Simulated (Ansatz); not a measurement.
Run report: CH6Si, molecular dynamics (part 1 of 4)

- system: CH6Si
- method: RKS LDA/def2-SVP (Ansatz 0.2.0)

It belongs to a series of runs on one base structure; here: dynamics from the last frame of an earlier run. Figures and captions count atoms from 1; the log counts them from 0 in places.

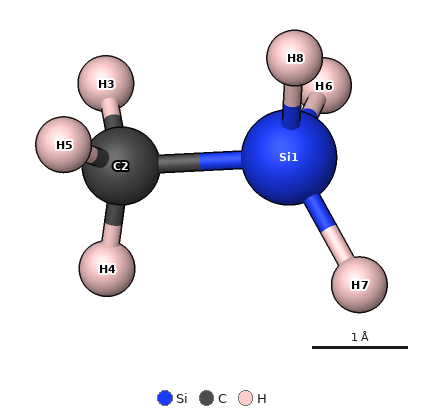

**Figure 1.** The structure as given in the input (ball-and-stick view, seen at a tilt; atoms are numbered from 1 in the order of the input).

## Key numbers

| quantity | value |
| --- | --- |
| outcome | finished |
| mean temperature over the second half | 1055 K |
| trajectory | 150 steps, 37.5 fs |
| ensemble | nvt_langevin |
| temperature in the input | 1000.0 K |
| time step | 0.25 fs |
| potential energy (last step) | −8964.8812 eV |
| mean-field energy (last step) | −8964.8812 eV |
| largest force (length of the vector) (last step) | 3.766 eV/Å |
| hardware | 1 thread of Arm Neoverse V2, 24 GiB of memory available, shared host |
| wall time | 92 s |
| peak memory | 0.097 GiB |

So short a trajectory is not equilibrated. The logged temperature at the start can lie below the typed one, since it is counted over all degrees of freedom.

## The input
```yaml
crystal:
  periodic: [false, false, false]
  atoms:
    - { symbol: Si, position_ang: [-0.012685, -0.058153, 0.038387] }
    - { symbol: C, position_ang: [0.06143, 0.071929, 1.807717] }
    - { symbol: H, position_ang: [-0.944958, 0.593313, 1.991842] }
    - { symbol: H, position_ang: [0.16476, -1.037241, 2.123538] }
    - { symbol: H, position_ang: [0.895667, 0.745883, 2.233755] }
    - { symbol: H, position_ang: [-1.507563, 0.069687, -0.199649] }
    - { symbol: H, position_ang: [0.743152, -1.266713, -0.601061] }
    - { symbol: H, position_ang: [0.465083, 1.277022, -0.280084] }
basis:
  gaussian: { orbitals: def2-SVP }
hamiltonian:
  xc: lda
md:
  timestep: 0.25
  n_steps: 150
  ensemble: nvt_langevin
  temperature: 1000.0
  initial_velocities: maxwell_boltzmann
  seed: 236942
  friction: 0.02
```

Launch command:
```bash
ansatz run input.yaml --threads 1 --pin off --max-ram 2048MiB --backend cpu --events-out ev --progress --plain --runs-dir out
```

## Log
```
Engine: ansatz 0.2.0, aarch64-unknown-linux-gnu
Functional definition: SPW92
  exchange = slater_x
  correlation = pw_c
702 factors; their error is unknown
mean field evaluation 1: about -8957.7834 eV, gradient 5.3e1 eV
mean field evaluation 2: about -8945.3029 eV, gradient 7.9e1 eV
mean field evaluation 4: about -8965.0170 eV, gradient 1.4e0 eV
mean field evaluation 8: about -8964.9826 eV, gradient 3.8e-2 eV
mean field -8964.98259666 eV, -329.4570337439 hartree, gradient 1.7e-5 eV, S^2 0.000000; 0 other end points of the search recorded, 0 dependent functions left out
the calculation of the forces begins
reference -8964.98262547 eV, -329.4570348024 hartree; 13, 13 occupied and 49, 49 virtual orbitals, 702 factors
md step     0: t =     0.00 fs  T =   875.0 K  F+E_penalty+E_count = -8964.98259666 eV  E_kin = 0.904820 eV  (23 SCF iters)
these checks for a lower state are left out or cut short: starts, cluster_reference, orbital_swaps, neighbouring_geometries, increment
702 factors; their error is unknown
mean field evaluation 16: about -8965.0119 eV, gradient 7.4e-1 eV
mean field -8964.97015272 eV, -329.4565764375 hartree, gradient 2.2e-5 eV, S^2 0.000000; 0 other end points of the search recorded, 0 dependent functions left out
the calculation of the forces begins
reference -8964.97018156 eV, -329.4565774972 hartree; 13, 13 occupied and 49, 49 virtual orbitals, 702 factors
md step     1: t =     0.25 fs  T =   863.0 K  F+E_penalty+E_count = -8964.97015272 eV  E_kin = 0.892395 eV  (26 SCF iters)
[... from here on the SCF iterations and repeated set-up lines of each step are left out, up to the last step ...]
md step     2: t =     0.50 fs  T =   816.8 K  F+E_penalty+E_count = -8964.95566918 eV  E_kin = 0.844592 eV  (26 SCF iters)
md step     3: t =     0.75 fs  T =   809.1 K  F+E_penalty+E_count = -8964.93990306 eV  E_kin = 0.836687 eV  (26 SCF iters)
md step     4: t =     1.00 fs  T =   834.9 K  F+E_penalty+E_count = -8964.92415351 eV  E_kin = 0.863369 eV  (26 SCF iters)
md step     5: t =     1.25 fs  T =   812.3 K  F+E_penalty+E_count = -8964.90587476 eV  E_kin = 0.839952 eV  (26 SCF iters)
md step     6: t =     1.50 fs  T =   837.4 K  F+E_penalty+E_count = -8964.88381986 eV  E_kin = 0.865971 eV  (26 SCF iters)
md step     7: t =     1.75 fs  T =   811.5 K  F+E_penalty+E_count = -8964.85657243 eV  E_kin = 0.839197 eV  (26 SCF iters)
md step     8: t =     2.00 fs  T =   781.2 K  F+E_penalty+E_count = -8964.82529724 eV  E_kin = 0.807774 eV  (26 SCF iters)
md step     9: t =     2.25 fs  T =   706.3 K  F+E_penalty+E_count = -8964.79305573 eV  E_kin = 0.730422 eV  (26 SCF iters)
md step    10: t =     2.50 fs  T =   715.6 K  F+E_penalty+E_count = -8964.76115723 eV  E_kin = 0.739959 eV  (26 SCF iters)
md step    11: t =     2.75 fs  T =   707.7 K  F+E_penalty+E_count = -8964.73148256 eV  E_kin = 0.731789 eV  (26 SCF iters)
md step    12: t =     3.00 fs  T =   682.7 K  F+E_penalty+E_count = -8964.70538960 eV  E_kin = 0.705936 eV  (26 SCF iters)
md step    13: t =     3.25 fs  T =   663.0 K  F+E_penalty+E_count = -8964.68250562 eV  E_kin = 0.685636 eV  (26 SCF iters)
md step    14: t =     3.50 fs  T =   665.5 K  F+E_penalty+E_count = -8964.66086276 eV  E_kin = 0.688129 eV  (26 SCF iters)
md step    15: t =     3.75 fs  T =   685.0 K  F+E_penalty+E_count = -8964.64244461 eV  E_kin = 0.708310 eV  (26 SCF iters)
md step    16: t =     4.00 fs  T =   729.4 K  F+E_penalty+E_count = -8964.62912168 eV  E_kin = 0.754221 eV  (27 SCF iters)
md step    17: t =     4.25 fs  T =   726.0 K  F+E_penalty+E_count = -8964.62159599 eV  E_kin = 0.750714 eV  (25 SCF iters)
md step    18: t =     4.50 fs  T =   681.5 K  F+E_penalty+E_count = -8964.61915165 eV  E_kin = 0.704725 eV  (26 SCF iters)
md step    19: t =     4.75 fs  T =   669.9 K  F+E_penalty+E_count = -8964.61941389 eV  E_kin = 0.692779 eV  (26 SCF iters)
md step    20: t =     5.00 fs  T =   667.3 K  F+E_penalty+E_count = -8964.62207632 eV  E_kin = 0.690070 eV  (26 SCF iters)
md step    21: t =     5.25 fs  T =   656.1 K  F+E_penalty+E_count = -8964.62919177 eV  E_kin = 0.678414 eV  (26 SCF iters)
md step    22: t =     5.50 fs  T =   629.8 K  F+E_penalty+E_count = -8964.64016518 eV  E_kin = 0.651266 eV  (26 SCF iters)
md step    23: t =     5.75 fs  T =   699.5 K  F+E_penalty+E_count = -8964.65240231 eV  E_kin = 0.723390 eV  (26 SCF iters)
md step    24: t =     6.00 fs  T =   735.6 K  F+E_penalty+E_count = -8964.66478863 eV  E_kin = 0.760709 eV  (26 SCF iters)
md step    25: t =     6.25 fs  T =   714.8 K  F+E_penalty+E_count = -8964.67723551 eV  E_kin = 0.739111 eV  (26 SCF iters)
md step    26: t =     6.50 fs  T =   743.3 K  F+E_penalty+E_count = -8964.69307026 eV  E_kin = 0.768670 eV  (26 SCF iters)
md step    27: t =     6.75 fs  T =   751.9 K  F+E_penalty+E_count = -8964.71256641 eV  E_kin = 0.777500 eV  (26 SCF iters)
md step    28: t =     7.00 fs  T =   779.0 K  F+E_penalty+E_count = -8964.73531063 eV  E_kin = 0.805556 eV  (26 SCF iters)
md step    29: t =     7.25 fs  T =   832.0 K  F+E_penalty+E_count = -8964.76312357 eV  E_kin = 0.860340 eV  (26 SCF iters)
md step    30: t =     7.50 fs  T =   893.2 K  F+E_penalty+E_count = -8964.79620435 eV  E_kin = 0.923680 eV  (26 SCF iters)
md step    31: t =     7.75 fs  T =   916.7 K  F+E_penalty+E_count = -8964.83209534 eV  E_kin = 0.947991 eV  (26 SCF iters)
md step    32: t =     8.00 fs  T =   955.7 K  F+E_penalty+E_count = -8964.86944311 eV  E_kin = 0.988230 eV  (26 SCF iters)
md step    33: t =     8.25 fs  T =  1038.8 K  F+E_penalty+E_count = -8964.90815388 eV  E_kin = 1.074152 eV  (26 SCF iters)
md step    34: t =     8.50 fs  T =  1038.4 K  F+E_penalty+E_count = -8964.94618309 eV  E_kin = 1.073831 eV  (26 SCF iters)
md step    35: t =     8.75 fs  T =  1010.6 K  F+E_penalty+E_count = -8964.98136857 eV  E_kin = 1.045075 eV  (26 SCF iters)
md step    36: t =     9.00 fs  T =   997.3 K  F+E_penalty+E_count = -8965.01448531 eV  E_kin = 1.031279 eV  (26 SCF iters)
md step    37: t =     9.25 fs  T =  1034.2 K  F+E_penalty+E_count = -8965.04536849 eV  E_kin = 1.069399 eV  (25 SCF iters)
md step    38: t =     9.50 fs  T =  1081.2 K  F+E_penalty+E_count = -8965.07180669 eV  E_kin = 1.118060 eV  (26 SCF iters)
md step    39: t =     9.75 fs  T =  1095.6 K  F+E_penalty+E_count = -8965.09281097 eV  E_kin = 1.132910 eV  (26 SCF iters)
md step    40: t =    10.00 fs  T =  1118.9 K  F+E_penalty+E_count = -8965.10646337 eV  E_kin = 1.157015 eV  (26 SCF iters)
md step    41: t =    10.25 fs  T =  1120.4 K  F+E_penalty+E_count = -8965.11130838 eV  E_kin = 1.158563 eV  (26 SCF iters)
md step    42: t =    10.50 fs  T =  1053.1 K  F+E_penalty+E_count = -8965.10524980 eV  E_kin = 1.088970 eV  (26 SCF iters)
md step    43: t =    10.75 fs  T =  1030.0 K  F+E_penalty+E_count = -8965.08966677 eV  E_kin = 1.065080 eV  (26 SCF iters)
md step    44: t =    11.00 fs  T =   997.5 K  F+E_penalty+E_count = -8965.06709653 eV  E_kin = 1.031545 eV  (26 SCF iters)
md step    45: t =    11.25 fs  T =   966.0 K  F+E_penalty+E_count = -8965.03825763 eV  E_kin = 0.998931 eV  (26 SCF iters)
md step    46: t =    11.50 fs  T =   966.9 K  F+E_penalty+E_count = -8965.00348563 eV  E_kin = 0.999863 eV  (26 SCF iters)
md step    47: t =    11.75 fs  T =   886.4 K  F+E_penalty+E_count = -8964.96555818 eV  E_kin = 0.916604 eV  (26 SCF iters)
md step    48: t =    12.00 fs  T =   839.5 K  F+E_penalty+E_count = -8964.92778427 eV  E_kin = 0.868093 eV  (26 SCF iters)
md step    49: t =    12.25 fs  T =   791.5 K  F+E_penalty+E_count = -8964.89021979 eV  E_kin = 0.818488 eV  (27 SCF iters)
md step    50: t =    12.50 fs  T =   706.5 K  F+E_penalty+E_count = -8964.85347307 eV  E_kin = 0.730570 eV  (26 SCF iters)
md step    51: t =    12.75 fs  T =   702.8 K  F+E_penalty+E_count = -8964.81895123 eV  E_kin = 0.726741 eV  (26 SCF iters)
md step    52: t =    13.00 fs  T =   799.8 K  F+E_penalty+E_count = -8964.78853313 eV  E_kin = 0.827052 eV  (26 SCF iters)
md step    53: t =    13.25 fs  T =   818.1 K  F+E_penalty+E_count = -8964.76687863 eV  E_kin = 0.846019 eV  (26 SCF iters)
md step    54: t =    13.50 fs  T =   734.3 K  F+E_penalty+E_count = -8964.75538023 eV  E_kin = 0.759340 eV  (26 SCF iters)
md step    55: t =    13.75 fs  T =   748.1 K  F+E_penalty+E_count = -8964.75159632 eV  E_kin = 0.773548 eV  (26 SCF iters)
md step    56: t =    14.00 fs  T =   792.8 K  F+E_penalty+E_count = -8964.75626168 eV  E_kin = 0.819798 eV  (26 SCF iters)
md step    57: t =    14.25 fs  T =   786.6 K  F+E_penalty+E_count = -8964.77087924 eV  E_kin = 0.813446 eV  (25 SCF iters)
md step    58: t =    14.50 fs  T =   822.5 K  F+E_penalty+E_count = -8964.79536571 eV  E_kin = 0.850488 eV  (26 SCF iters)
md step    59: t =    14.75 fs  T =   854.6 K  F+E_penalty+E_count = -8964.82482693 eV  E_kin = 0.883705 eV  (26 SCF iters)
md step    60: t =    15.00 fs  T =   891.5 K  F+E_penalty+E_count = -8964.85400483 eV  E_kin = 0.921881 eV  (26 SCF iters)
md step    61: t =    15.25 fs  T =   885.4 K  F+E_penalty+E_count = -8964.87982875 eV  E_kin = 0.915530 eV  (26 SCF iters)
md step    62: t =    15.50 fs  T =   865.7 K  F+E_penalty+E_count = -8964.89975591 eV  E_kin = 0.895228 eV  (27 SCF iters)
md step    63: t =    15.75 fs  T =   809.9 K  F+E_penalty+E_count = -8964.91568188 eV  E_kin = 0.837464 eV  (26 SCF iters)
md step    64: t =    16.00 fs  T =   836.4 K  F+E_penalty+E_count = -8964.92864007 eV  E_kin = 0.864880 eV  (26 SCF iters)
md step    65: t =    16.25 fs  T =   786.7 K  F+E_penalty+E_count = -8964.93357816 eV  E_kin = 0.813501 eV  (26 SCF iters)
md step    66: t =    16.50 fs  T =   798.7 K  F+E_penalty+E_count = -8964.93054968 eV  E_kin = 0.825926 eV  (26 SCF iters)
md step    67: t =    16.75 fs  T =   865.5 K  F+E_penalty+E_count = -8964.92097585 eV  E_kin = 0.895032 eV  (26 SCF iters)
md step    68: t =    17.00 fs  T =   867.6 K  F+E_penalty+E_count = -8964.90239492 eV  E_kin = 0.897129 eV  (26 SCF iters)
md step    69: t =    17.25 fs  T =   902.0 K  F+E_penalty+E_count = -8964.87317251 eV  E_kin = 0.932705 eV  (26 SCF iters)
md step    70: t =    17.50 fs  T =   902.4 K  F+E_penalty+E_count = -8964.83402112 eV  E_kin = 0.933115 eV  (26 SCF iters)
md step    71: t =    17.75 fs  T =   871.1 K  F+E_penalty+E_count = -8964.79004853 eV  E_kin = 0.900784 eV  (27 SCF iters)
md step    72: t =    18.00 fs  T =   837.9 K  F+E_penalty+E_count = -8964.74649787 eV  E_kin = 0.866423 eV  (26 SCF iters)
md step    73: t =    18.25 fs  T =   763.6 K  F+E_penalty+E_count = -8964.70461191 eV  E_kin = 0.789594 eV  (27 SCF iters)
md step    74: t =    18.50 fs  T =   684.3 K  F+E_penalty+E_count = -8964.67419901 eV  E_kin = 0.707633 eV  (26 SCF iters)
md step    75: t =    18.75 fs  T =   700.6 K  F+E_penalty+E_count = -8964.66099474 eV  E_kin = 0.724488 eV  (27 SCF iters)
md step    76: t =    19.00 fs  T =   747.8 K  F+E_penalty+E_count = -8964.66038710 eV  E_kin = 0.773278 eV  (26 SCF iters)
md step    77: t =    19.25 fs  T =   798.4 K  F+E_penalty+E_count = -8964.66824250 eV  E_kin = 0.825603 eV  (25 SCF iters)
md step    78: t =    19.50 fs  T =   829.8 K  F+E_penalty+E_count = -8964.68468285 eV  E_kin = 0.858050 eV  (27 SCF iters)
md step    79: t =    19.75 fs  T =   800.0 K  F+E_penalty+E_count = -8964.71236016 eV  E_kin = 0.827289 eV  (26 SCF iters)
md step    80: t =    20.00 fs  T =   854.9 K  F+E_penalty+E_count = -8964.74599349 eV  E_kin = 0.884038 eV  (26 SCF iters)
md step    81: t =    20.25 fs  T =   962.4 K  F+E_penalty+E_count = -8964.78035542 eV  E_kin = 0.995206 eV  (27 SCF iters)
md step    82: t =    20.50 fs  T =  1013.9 K  F+E_penalty+E_count = -8964.81272093 eV  E_kin = 1.048454 eV  (26 SCF iters)
md step    83: t =    20.75 fs  T =  1045.3 K  F+E_penalty+E_count = -8964.84100100 eV  E_kin = 1.080903 eV  (26 SCF iters)
md step    84: t =    21.00 fs  T =  1092.5 K  F+E_penalty+E_count = -8964.86286563 eV  E_kin = 1.129683 eV  (27 SCF iters)
md step    85: t =    21.25 fs  T =  1065.3 K  F+E_penalty+E_count = -8964.87535240 eV  E_kin = 1.101575 eV  (26 SCF iters)
md step    86: t =    21.50 fs  T =  1081.7 K  F+E_penalty+E_count = -8964.88065007 eV  E_kin = 1.118534 eV  (26 SCF iters)
md step    87: t =    21.75 fs  T =  1051.5 K  F+E_penalty+E_count = -8964.87867232 eV  E_kin = 1.087341 eV  (26 SCF iters)
md step    88: t =    22.00 fs  T =  1068.4 K  F+E_penalty+E_count = -8964.86764228 eV  E_kin = 1.104762 eV  (26 SCF iters)
md step    89: t =    22.25 fs  T =  1099.8 K  F+E_penalty+E_count = -8964.85083423 eV  E_kin = 1.137290 eV  (26 SCF iters)
md step    90: t =    22.50 fs  T =  1057.6 K  F+E_penalty+E_count = -8964.82969718 eV  E_kin = 1.093607 eV  (26 SCF iters)
md step    91: t =    22.75 fs  T =  1103.2 K  F+E_penalty+E_count = -8964.80489993 eV  E_kin = 1.140846 eV  (26 SCF iters)
md step    92: t =    23.00 fs  T =  1046.7 K  F+E_penalty+E_count = -8964.78007339 eV  E_kin = 1.082371 eV  (26 SCF iters)
md step    93: t =    23.25 fs  T =   999.5 K  F+E_penalty+E_count = -8964.75617989 eV  E_kin = 1.033526 eV  (26 SCF iters)
md step    94: t =    23.50 fs  T =   934.5 K  F+E_penalty+E_count = -8964.73443997 eV  E_kin = 0.966319 eV  (26 SCF iters)
md step    95: t =    23.75 fs  T =   933.7 K  F+E_penalty+E_count = -8964.71607207 eV  E_kin = 0.965559 eV  (26 SCF iters)
md step    96: t =    24.00 fs  T =   887.7 K  F+E_penalty+E_count = -8964.70390649 eV  E_kin = 0.917984 eV  (27 SCF iters)
md step    97: t =    24.25 fs  T =   827.9 K  F+E_penalty+E_count = -8964.69837443 eV  E_kin = 0.856104 eV  (24 SCF iters)
md step    98: t =    24.50 fs  T =   895.4 K  F+E_penalty+E_count = -8964.69850532 eV  E_kin = 0.925873 eV  (26 SCF iters)
md step    99: t =    24.75 fs  T =   872.1 K  F+E_penalty+E_count = -8964.70606843 eV  E_kin = 0.901811 eV  (26 SCF iters)
md step   100: t =    25.00 fs  T =   834.4 K  F+E_penalty+E_count = -8964.72068160 eV  E_kin = 0.862876 eV  (26 SCF iters)
md step   101: t =    25.25 fs  T =   875.3 K  F+E_penalty+E_count = -8964.74393119 eV  E_kin = 0.905171 eV  (26 SCF iters)
md step   102: t =    25.50 fs  T =  1019.4 K  F+E_penalty+E_count = -8964.77558656 eV  E_kin = 1.054098 eV  (26 SCF iters)
md step   103: t =    25.75 fs  T =  1078.3 K  F+E_penalty+E_count = -8964.81184873 eV  E_kin = 1.115004 eV  (26 SCF iters)
md step   104: t =    26.00 fs  T =  1090.8 K  F+E_penalty+E_count = -8964.84754249 eV  E_kin = 1.127992 eV  (26 SCF iters)
md step   105: t =    26.25 fs  T =  1085.0 K  F+E_penalty+E_count = -8964.87932310 eV  E_kin = 1.121976 eV  (26 SCF iters)
md step   106: t =    26.50 fs  T =  1143.8 K  F+E_penalty+E_count = -8964.90876528 eV  E_kin = 1.182786 eV  (26 SCF iters)
md step   107: t =    26.75 fs  T =  1190.4 K  F+E_penalty+E_count = -8964.93369229 eV  E_kin = 1.230988 eV  (26 SCF iters)
md step   108: t =    27.00 fs  T =  1250.0 K  F+E_penalty+E_count = -8964.95184488 eV  E_kin = 1.292590 eV  (26 SCF iters)
md step   109: t =    27.25 fs  T =  1249.8 K  F+E_penalty+E_count = -8964.96217984 eV  E_kin = 1.292362 eV  (26 SCF iters)
md step   110: t =    27.50 fs  T =  1212.5 K  F+E_penalty+E_count = -8964.96048661 eV  E_kin = 1.253836 eV  (26 SCF iters)
md step   111: t =    27.75 fs  T =  1170.5 K  F+E_penalty+E_count = -8964.94592283 eV  E_kin = 1.210442 eV  (26 SCF iters)
md step   112: t =    28.00 fs  T =  1127.0 K  F+E_penalty+E_count = -8964.91980611 eV  E_kin = 1.165381 eV  (26 SCF iters)
md step   113: t =    28.25 fs  T =  1039.9 K  F+E_penalty+E_count = -8964.88598929 eV  E_kin = 1.075372 eV  (26 SCF iters)
md step   114: t =    28.50 fs  T =   987.9 K  F+E_penalty+E_count = -8964.84752990 eV  E_kin = 1.021611 eV  (26 SCF iters)
md step   115: t =    28.75 fs  T =   915.3 K  F+E_penalty+E_count = -8964.80857621 eV  E_kin = 0.946452 eV  (26 SCF iters)
md step   116: t =    29.00 fs  T =   871.8 K  F+E_penalty+E_count = -8964.77179145 eV  E_kin = 0.901520 eV  (25 SCF iters)
md step   117: t =    29.25 fs  T =   888.6 K  F+E_penalty+E_count = -8964.73954753 eV  E_kin = 0.918920 eV  (26 SCF iters)
md step   118: t =    29.50 fs  T =   913.1 K  F+E_penalty+E_count = -8964.71220992 eV  E_kin = 0.944239 eV  (26 SCF iters)
md step   119: t =    29.75 fs  T =   916.0 K  F+E_penalty+E_count = -8964.69439925 eV  E_kin = 0.947262 eV  (26 SCF iters)
md step   120: t =    30.00 fs  T =   888.6 K  F+E_penalty+E_count = -8964.69268580 eV  E_kin = 0.918892 eV  (26 SCF iters)
md step   121: t =    30.25 fs  T =   911.7 K  F+E_penalty+E_count = -8964.70766104 eV  E_kin = 0.942757 eV  (26 SCF iters)
md step   122: t =    30.50 fs  T =   940.5 K  F+E_penalty+E_count = -8964.73880733 eV  E_kin = 0.972575 eV  (26 SCF iters)
md step   123: t =    30.75 fs  T =  1011.9 K  F+E_penalty+E_count = -8964.78285620 eV  E_kin = 1.046410 eV  (26 SCF iters)
md step   124: t =    31.00 fs  T =  1082.4 K  F+E_penalty+E_count = -8964.83694045 eV  E_kin = 1.119312 eV  (26 SCF iters)
md step   125: t =    31.25 fs  T =  1126.1 K  F+E_penalty+E_count = -8964.89901590 eV  E_kin = 1.164512 eV  (26 SCF iters)
md step   126: t =    31.50 fs  T =  1203.1 K  F+E_penalty+E_count = -8964.96469014 eV  E_kin = 1.244153 eV  (26 SCF iters)
md step   127: t =    31.75 fs  T =  1297.2 K  F+E_penalty+E_count = -8965.02547565 eV  E_kin = 1.341387 eV  (26 SCF iters)
md step   128: t =    32.00 fs  T =  1307.5 K  F+E_penalty+E_count = -8965.07842480 eV  E_kin = 1.352105 eV  (26 SCF iters)
md step   129: t =    32.25 fs  T =  1340.5 K  F+E_penalty+E_count = -8965.12199651 eV  E_kin = 1.386189 eV  (26 SCF iters)
md step   130: t =    32.50 fs  T =  1313.0 K  F+E_penalty+E_count = -8965.15308240 eV  E_kin = 1.357754 eV  (26 SCF iters)
md step   131: t =    32.75 fs  T =  1317.2 K  F+E_penalty+E_count = -8965.17155221 eV  E_kin = 1.362139 eV  (26 SCF iters)
md step   132: t =    33.00 fs  T =  1331.1 K  F+E_penalty+E_count = -8965.17653040 eV  E_kin = 1.376442 eV  (26 SCF iters)
md step   133: t =    33.25 fs  T =  1350.2 K  F+E_penalty+E_count = -8965.16865448 eV  E_kin = 1.396225 eV  (26 SCF iters)
md step   134: t =    33.50 fs  T =  1327.6 K  F+E_penalty+E_count = -8965.14969531 eV  E_kin = 1.372805 eV  (26 SCF iters)
md step   135: t =    33.75 fs  T =  1333.3 K  F+E_penalty+E_count = -8965.12213965 eV  E_kin = 1.378705 eV  (26 SCF iters)
md step   136: t =    34.00 fs  T =  1308.9 K  F+E_penalty+E_count = -8965.08780102 eV  E_kin = 1.353483 eV  (25 SCF iters)
md step   137: t =    34.25 fs  T =  1244.8 K  F+E_penalty+E_count = -8965.04834283 eV  E_kin = 1.287271 eV  (26 SCF iters)
md step   138: t =    34.50 fs  T =  1163.3 K  F+E_penalty+E_count = -8965.00662295 eV  E_kin = 1.202910 eV  (26 SCF iters)
md step   139: t =    34.75 fs  T =  1175.0 K  F+E_penalty+E_count = -8964.96565053 eV  E_kin = 1.214993 eV  (26 SCF iters)
md step   140: t =    35.00 fs  T =  1144.6 K  F+E_penalty+E_count = -8964.92587699 eV  E_kin = 1.183618 eV  (27 SCF iters)
md step   141: t =    35.25 fs  T =  1079.9 K  F+E_penalty+E_count = -8964.88690101 eV  E_kin = 1.116654 eV  (27 SCF iters)
md step   142: t =    35.50 fs  T =  1072.7 K  F+E_penalty+E_count = -8964.85004856 eV  E_kin = 1.109259 eV  (27 SCF iters)
md step   143: t =    35.75 fs  T =  1006.6 K  F+E_penalty+E_count = -8964.82028178 eV  E_kin = 1.040917 eV  (27 SCF iters)
md step   144: t =    36.00 fs  T =  1027.1 K  F+E_penalty+E_count = -8964.80061818 eV  E_kin = 1.062055 eV  (27 SCF iters)
md step   145: t =    36.25 fs  T =  1038.7 K  F+E_penalty+E_count = -8964.79013277 eV  E_kin = 1.074147 eV  (27 SCF iters)
md step   146: t =    36.50 fs  T =  1035.9 K  F+E_penalty+E_count = -8964.78952435 eV  E_kin = 1.071223 eV  (27 SCF iters)
md step   147: t =    36.75 fs  T =  1063.0 K  F+E_penalty+E_count = -8964.79876895 eV  E_kin = 1.099235 eV  (27 SCF iters)
md step   148: t =    37.00 fs  T =  1046.4 K  F+E_penalty+E_count = -8964.81765332 eV  E_kin = 1.082095 eV  (27 SCF iters)
```
